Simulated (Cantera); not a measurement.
Charge: 1 mol HBr, 0.36 mol O₂, 0.3 mol N₂, at 280 Pa.

Cantera equilibrium calculation (NASA polynomials, part measured and part estimated; ideal gas, pure solids and liquids). Candidate condensed phases: Br₂, H₂O; 27 gas species. Kinetics and transport are ignored.

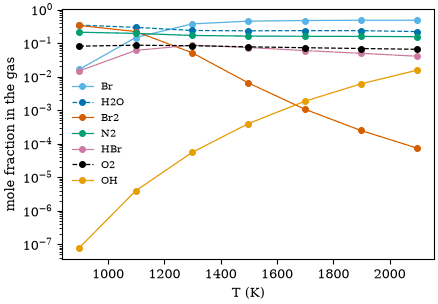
Figure. Equilibrium gas composition (values under 1e-9 drawn at 1e-9)

From 898 K to 2098 K nothing is condensed.
